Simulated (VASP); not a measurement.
Band structure of Sb (a7). All values below come from PBE GGA with D3 dispersion (Becke-Johnson damping), VASP's PBE PAW potentials (set 64) (plane waves; VASP).

Unless said otherwise, spin-orbit coupling is left out, though it shifts the bands of the heavy elements here.

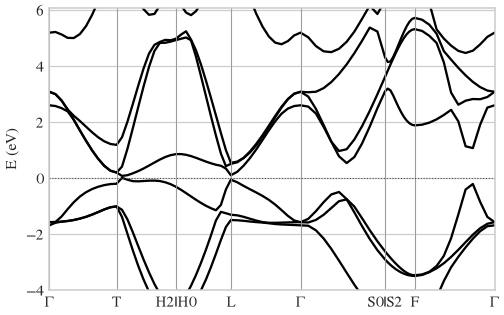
Figure: Bands along high-symmetry lines, zero at the valence-band maximum or, without a gap, the Fermi level

**Question.** Read the plot: is there a gap, and where are the band edges?

**Answer.** The gap is direct, 0.07 eV, from the valence maximum at T-H2 at 0.09 to the conduction minimum at T-H2 at 0.09. (Edges off the drawn lines would not show.)

The compound is Sb in the a7 structure. It was relaxed first.
